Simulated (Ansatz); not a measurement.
**Te(GeH3)2 (Ge₂TeH₆): single points with varied inputs**

Aim: run Te(GeH3)2 (Ge₂TeH₆) under a spread of inputs, and see what each costs and gives.

Computed with Ansatz 0.2.0, Gaussian basis. Level: the settings change from run to run.

1 further run of the same task is left out (set aside as unsound or not needed). Runs told in other sessions of the task aren't counted.

## (1) The geometry

The structure was relaxed beforehand with PBE-D4/def2-SVP. Te takes a core potential in def2 sets; no spin-orbit term is included.

9 atoms, charge 0, spin multiplicity 1.

Atoms are counted from 1 here; the program's logs count them from 0.

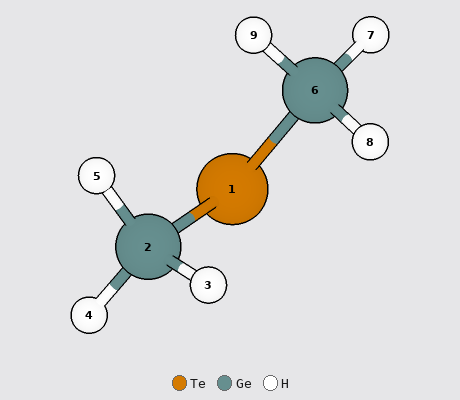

The geometry (tellurium orange, germanium teal, hydrogen white); atoms are numbered from 1 in the order of the file.

## (2) B2PLYP/def2-SVP

Set apart from the defaults: charge +1, multiplicity 2, a point charge of 2.00 e beside it, high accuracy.

File in.yaml:

```yaml
crystal:
  periodic: [false, false, false]
  atoms:
    - {symbol: Te, position_ang: [0.002837, 0.017023, -1.846086]}
    - {symbol: Ge, position_ang: [1.839227, -0.004520, -0.025840]}
    - {symbol: H, position_ang: [1.687430, 1.228291, 0.904397]}
    - {symbol: H, position_ang: [3.200657, 0.049365, -0.763158]}
    - {symbol: H, position_ang: [1.740304, -1.301773, 0.820298]}
    - {symbol: Ge, position_ang: [-1.839377, 0.006662, -0.031525]}
    - {symbol: H, position_ang: [-3.195239, -0.122363, -0.769849]}
    - {symbol: H, position_ang: [-1.801489, 1.325085, 0.786547]}
    - {symbol: H, position_ang: [-1.634351, -1.197779, 0.925216]}
basis:
  gaussian: {orbitals: def2-SVP, point_charges: [{charge: 2.00, position_ang: [5.772, -0.292, 0.302]}]}
total_charge: 1
magnetization: {spin_polarized: true, initial_magnetization: 1}
hamiltonian: {xc: {name: B2PLYP}}
accuracy: high
```

Command:

```sh
$ ansatz run in.yaml --threads 4 --pin off --events-out ev --progress --plain --max-ram 3916MiB
```

Output:

```text
Functional definition: B2PLYP
  name "B2PLYP"
  cite "Grimme, J. Chem. Phys. 124, 034108 (2006) doi:10.1063/1.2148954"
  cite "Becke, Phys. Rev. A 38, 3098 (1988) doi:10.1103/PhysRevA.38.3098"
  cite "Lee, Yang & Parr, Phys. Rev. B 37, 785 (1988) doi:10.1103/PhysRevB.37.785"
  parameter a = 0.53
  parameter c = 0.27
  exchange = (1 - a)*b88_x + a*exact_x
  correlation = (1 - c)*lyp_c + c*(mp2_os + mp2_ss)
2666 factors; integrals over basis functions are off by at most 1.9e-8 eV
mean field evaluation 1: about -120366.7470 eV, gradient 1.1e1 eV
mean field evaluation 2: about -120366.7819 eV, gradient 1.1e1 eV
mean field evaluation 4: about -120367.8353 eV, gradient 1.7e0 eV
mean field evaluation 8: about -120367.8545 eV, gradient 1.9e-1 eV
mean field evaluation 16: about -120367.8551 eV, gradient 5.2e-4 eV
mean field evaluation 32: about -120367.8551 eV, gradient 5.4e-8 eV
mean field -120367.85511588 eV, -4423.4370872460 hartree, gradient 5.4e-8 eV, S^2 0.755611; 0 other end points of the search recorded, 0 dependent functions left out
22 core orbitals not correlated: weight in the atoms' cores, before any rotation towards them, 1.000 or more for the frozen orbitals, at most 0.000 for the correlated occupied ones
reference -120367.85514534 eV, -4423.4370883286 hartree; 25, 24 occupied and 73, 74 virtual orbitals, 2666 factors
second order -18.92699670 eV of doubles, -0.00000000 eV of singles
Total energy: -120372.96543445 eV, -4423.6248879894 hartree
```

It took 6.5 s on 4 threads of INTEL XEON PLATINUM 8581C at 2.30GHz, shared host; peak memory 0.97 GiB.

⟨S²⟩ 0.756.

## (3) B2GP-PLYP/def2-mTZVPP

in.yaml: that of step 2 with these lines changed.

```diff
@@ -13,6 +13,4 @@
 basis:
-  gaussian: {orbitals: def2-SVP, point_charges: [{charge: 2.00, position_ang: [5.772, -0.292, 0.302]}]}
-total_charge: 1
-magnetization: {spin_polarized: true, initial_magnetization: 1}
-hamiltonian: {xc: {name: B2PLYP}}
-accuracy: high
+  gaussian: {orbitals: def2-mTZVPP}
+hamiltonian: {xc: {name: B2GP-PLYP}}
+scf: {omitted_lower_state_checks: [starts]}
```

Launched as before.

Output, cut to the lines that bear on the results:

```text
Functional definition: B2GP-PLYP
  name "B2GP-PLYP"
  cite "Karton, Tarnopolsky, Lamère, Schatz & Martin, J. Phys. Chem. A 112, 12868 (2008) doi:10.1021/jp801805p"
  cite "Becke, Phys. Rev. A 38, 3098 (1988) doi:10.1103/PhysRevA.38.3098"
  cite "Lee, Yang & Parr, Phys. Rev. B 37, 785 (1988) doi:10.1103/PhysRevB.37.785"
[...]
1396 factors; integrals over basis functions are off by at most 8.1e-4 eV
[...]
mean field -120383.37072725 eV, -4424.0072754472 hartree, gradient 9.4e-6 eV, S^2 0.000000; 0 other end points of the search recorded, 0 dependent functions left out
22 core orbitals not correlated: weight in the atoms' cores, before any rotation towards them, 1.000 or more for the frozen orbitals, at most 0.000 for the correlated occupied ones
reference -120383.37085935 eV, -4424.0072803017 hartree; 25, 25 occupied and 91, 91 virtual orbitals, 1396 factors
second order -19.22181507 eV of doubles, -0.00000000 eV of singles
Total energy: -120390.29071278 eV, -4424.2615802247 hartree
Checks for a lower state left out: starts
```

It took 2 s on 4 threads of INTEL XEON PLATINUM 8581C at 2.30GHz, shared host.

## (4) wB97M-V/def2-SVPD

Options: finite nuclei, a point charge of 2.00 e beside it.

in.yaml: that of step 3 with these lines changed.

```diff
@@ -13,4 +13,4 @@
 basis:
-  gaussian: {orbitals: def2-mTZVPP}
-hamiltonian: {xc: {name: B2GP-PLYP}}
+  gaussian: {orbitals: def2-SVPD, nuclear_model: gaussian, point_charges: [{charge: 2.00, position_ang: [6.624, 0.408, -0.050]}]}
+hamiltonian: {xc: {name: wB97M-V}}
 scf: {omitted_lower_state_checks: [starts]}
```

The command is unchanged.

Output, cut to the lines that bear on the results:

```text
Functional definition: wB97M-V
  name "wB97M-V"
  cite "Mardirossian & Head-Gordon, J. Chem. Phys. 144, 214110 (2016) doi:10.1063/1.4952647"
  cite "Becke, J. Chem. Phys. 107, 8554 (1997) doi:10.1063/1.475007"
  cite "Vydrov & Van Voorhis, J. Chem. Phys. 133, 244103 (2010) doi:10.1063/1.3521275"
  # Of w^i u^j: cxij and so on, Table III.
[...]
  gx(w, u) = 1 - cx + cx01*u + cx10*w
  gss(w, u) = css00 + css04*u^4 + css10*w + css20*w^2 + css43*w^4*u^3
  gos(w, u) = cos00 + cos10*w + (cos20 + cos21*u)*w^2 + (cos60 + cos61*u)*w^6
[...]
      + integral(e_c_pw_mod_opposite_spin*gos(b97_w_opposite, b97_u_opposite)) + vv10(b, c)
[...]
1630 factors; their error is unknown
537 factors; integrals over basis functions are off by at most 8.8e-6 eV
[...]
mean field -120406.46123211 eV, -4424.8558358492 hartree, gradient 4.3e-5 eV, S^2 0.000000; 0 other end points of the search recorded, 0 dependent functions left out
reference -120406.46130543 eV, -4424.8558385439 hartree; 47, 47 occupied and 112, 112 virtual orbitals, 1630 factors
Total energy: -120406.46130543 eV, -4424.8558385439 hartree
Checks for a lower state left out: starts
```

Run time: 4.7 s. Hardware: 4 threads of INTEL XEON PLATINUM 8581C at 2.30GHz, shared host; peak memory 0.65 GiB.

## (5) PBE0-DH/def2-mTZVP

This run has the search for lower states set to off.

in.yaml: that of step 4 with these lines changed.

```diff
@@ -13,4 +13,5 @@
 basis:
-  gaussian: {orbitals: def2-SVPD, nuclear_model: gaussian, point_charges: [{charge: 2.00, position_ang: [6.624, 0.408, -0.050]}]}
-hamiltonian: {xc: {name: wB97M-V}}
-scf: {omitted_lower_state_checks: [starts]}
+  gaussian: {orbitals: def2-mTZVP}
+hamiltonian: {xc: {name: PBE0-DH}}
+scf: {lower_state_search: off}
+output: {forces: true}
```

The command is unchanged.

Output, cut to the lines that bear on the results:

```text
Functional definition: PBE0-DH
  name "PBE0-DH"
  cite "Brémond & Adamo, J. Chem. Phys. 135, 024106 (2011) doi:10.1063/1.3604569"
  cite "Perdew, Burke & Ernzerhof, Phys. Rev. Lett. 77, 3865 (1996) doi:10.1103/PhysRevLett.77.3865"
[...]
1314 factors; integrals over basis functions are off by at most 4.7e-4 eV
[...]
mean field -120403.21112803 eV, -4424.7363967272 hartree, gradient 3.5e-6 eV, S^2 0.000000; 0 other end points of the search recorded, 0 dependent functions left out
22 core orbitals not correlated: weight in the atoms' cores, before any rotation towards them, 1.000 or more for the frozen orbitals, at most 0.000 for the correlated occupied ones
reference -120403.21115113 eV, -4424.7363975764 hartree; 25, 25 occupied and 79, 79 virtual orbitals, 1314 factors
second order -19.42867359 eV of doubles, -0.00000000 eV of singles
[...]
Total energy: -120405.63973533 eV, -4424.8256463996 hartree
Atom 0 at     0.002837     0.017023    -1.846086 Å, force    -0.000705    -0.005061     0.513930 eV/Å
Atom 1 at     1.839227    -0.004520    -0.025840 Å, force     0.049238    -0.002210    -0.008625 eV/Å
Atom 2 at     1.687430     1.228291     0.904397 Å, force     0.024518    -0.266681    -0.211258 eV/Å
Atom 3 at     3.200657     0.049365    -0.763158 Å, force    -0.289638    -0.012129     0.157731 eV/Å
Atom 4 at     1.740304    -1.301773     0.820298 Å, force     0.013517     0.286565    -0.195426 eV/Å
Atom 5 at    -1.839377     0.006662    -0.031525 Å, force    -0.049367     0.003932    -0.008652 eV/Å
Atom 6 at    -3.195239    -0.122363    -0.769849 Å, force     0.289046     0.028859     0.158233 eV/Å
Atom 7 at    -1.801489     1.325085     0.786547 Å, force     0.001412    -0.292932    -0.189567 eV/Å
Atom 8 at    -1.634351    -1.197779     0.925216 Å, force    -0.038021     0.259658    -0.216365 eV/Å
Dipole moment:    -0.000474    -0.001953     0.188415 e Å
Checks for a lower state left out: starts, cluster_reference, orbital_swaps, neighbouring_geometries, increment
```

Wall time 3.8 s (4 threads of INTEL XEON PLATINUM 8581C at 2.30GHz, shared host).

Largest force 0.514 eV/Å, dipole 0.91 D.

## (6) The runs in one table

```csv
level,charge,multiplicity,geometry,functions,energy (eV),time
B2PLYP/def2-SVP,1,2,"relaxed, point charge",120,-120372.965,6.5 s
B2GP-PLYP/def2-mTZVPP,0,1,relaxed,138,-120390.291,2 s
wB97M-V/def2-SVPD,0,1,"relaxed, point charge",159,-120406.461,4.7 s
PBE0-DH/def2-mTZVP,0,1,relaxed,126,-120405.640,3.8 s
```

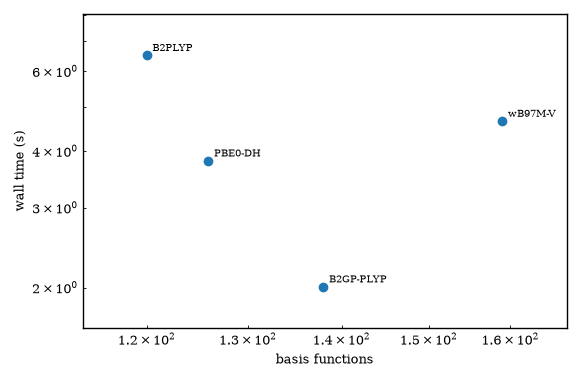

Wall time against the number of basis functions (shared host).

## (7) Summary of results

| quantity | value |
| --- | --- |
| runs | 4 |
| quickest | B2GP-PLYP/def2-mTZVPP, 2 s |
| slowest | B2PLYP/def2-SVP, 6.5 s |
| spread of total energies, same state and geometry | 15.3 eV |

What this shows: B2PLYP/def2-SVP took 3 times as long as B2GP-PLYP/def2-mTZVPP. The jobs differ in tasks and options as well as level. The totals spread over 15 eV; they can't be compared across methods or bases. At the PBE-D4/def2-SVP geometry and in the same state, the sound runs without point charges leave forces up to 0.51 eV/Å (PBE0-DH/def2-mTZVP).
